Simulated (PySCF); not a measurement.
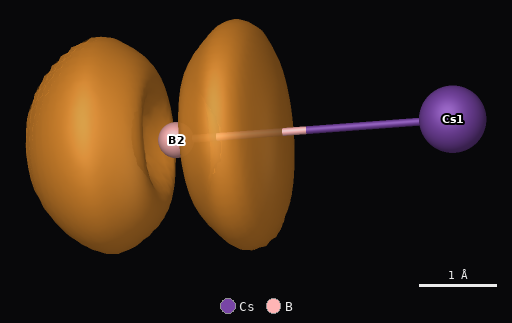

Figure 1: CsB (charge +1, doublet). Isosurface of the ELF at 0.8 (orange), seen from one side. Core shells and regions of very low density are left out.

These are results of PBE0/jorge-DZP-DKH, spin-free X2C-1e, Gaussian nucleus, at a bond length of 3.744 Å in PySCF 2.14.0, not measurements.

```tsv
atom	x (Å)	y (Å)	z (Å)
Cs	0.0000	0.0000	-0.2864
B	0.0000	0.0000	3.4576
```

> What do the ELF domains correspond to?

The ELF exceeds this value in one lobe of the valence shell of B pointing towards Cs and one lobe on B, pointing away from the bonds (non-bonding electrons). Along the contacts the grid gives the following. Cs–B (3.74 Å): the ELF is about 0.05 at the midpoint.
